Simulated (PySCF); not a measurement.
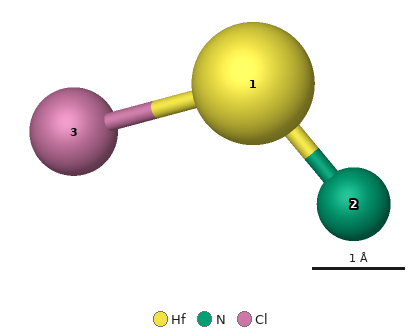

Figure 1. The structure as given in the input (ball-and-stick view, seen at a tilt; atoms are numbered from 1 in the order of the input). Sticks mark near contacts. Bond lengths as drawn: Cl–Hf 2.38 Å and Hf–N 1.72 Å.

# Frequency calculation of HfNCl

System: HfNCl.
Method: RKS-based PBE0, Hf def2-TZVP with ECP60, N def2-TZVP, Cl def2-TZVP; non-relativistic Hamiltonian with a scalar-relativistic core potential; density fitting (PySCF 2.14.0).

Input file
```python
from pyscf import gto, scf, dft
mol = gto.M(atom='''
Hf    -0.229952    -0.000019    -0.257419
N      1.018207     0.000084    -1.447741
Cl     0.769683     0.000064     1.902936''',
    basis={'Hf': 'def2-TZVP', 'N': 'def2-TZVP', 'Cl': 'def2-TZVP'},
    ecp={'Hf': 'def2-TZVP'},
    charge=0, spin=0)
mf = dft.RKS(mol, xc='PBE0')
mf.grids.atom_grid = (75, 302)
aux = {'Hf': 'def2-universal-JKFIT', 'N': 'def2-universal-JKFIT', 'Cl': 'def2-universal-JKFIT'}
mf = mf.density_fit(auxbasis=aux)
mf.conv_tol = 1e-09
mf.diis_space = 10
mf.max_cycle = 60
mf.verbose = 4
mf.kernel()
```

The script is an equivalent of the set-up of the self-consistent field. The run itself was carried out by a driver, which started from the orbitals of the step before it where there was one and computed the further properties.

Run on 2 threads of Arm Neoverse N1, 16 GiB of memory available, shared host.

Launched with:
```bash
OMP_NUM_THREADS=2 python axn.py task.json out
```

Output
```
init E= -562.738122509879
  HOMO = -0.222883512117596  LUMO = -0.12201376309845  gap/eV = 2.74481
cycle= 1 E= -562.738122509873  delta_E= 5.8e-12  |g|= 6.47e-06  |ddm|= 8.65e-06
  HOMO = -0.222883304568247  LUMO = -0.122014737486957  gap/eV = 2.74477
Extra cycle  E= -562.738122509802  delta_E= 7.13e-11  |g|= 1.86e-05  |ddm|= 1.49e-05
converged SCF energy = -562.738122509802
```

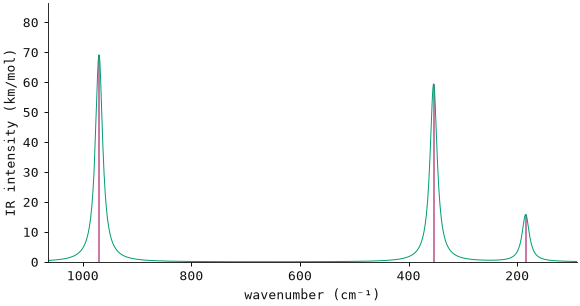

Figure 2. Harmonic infrared spectrum, unscaled: sticks (degenerate modes added up, dark ones marked on the axis) with a Lorentzian envelope of 16 cm⁻¹ full width, scaled to the tallest stick. 3 modes from 184 to 970 cm⁻¹, none imaginary. The strongest line is at 970 cm⁻¹ (69 km/mol). All modes, in cm⁻¹ (km/mol): 184 (15.7), 354 (59), 970 (69).

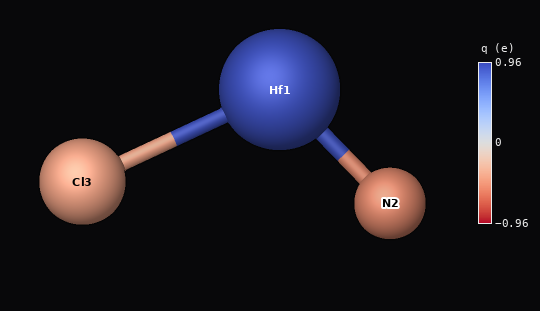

Figure 3. Mulliken charges, as the colour of each atom (ball-and-stick view, seen on its broad side; atoms are numbered from 1 in the order of the input). By element: Hf +0.92, N −0.51 and Cl −0.41 e.

Results in brief

- outcome: converged
- total energy: −562.738123 hartree
- HOMO: −6.06 eV
- LUMO: −3.32 eV
- zero-point energy: 0.003436 hartree
- dipole moment: 7.27 D
- wavenumbers, lowest and highest: 184 and 970 cm⁻¹
- wall time: 64 s (CPU time 2 min)
- peak memory: 0.93 GiB
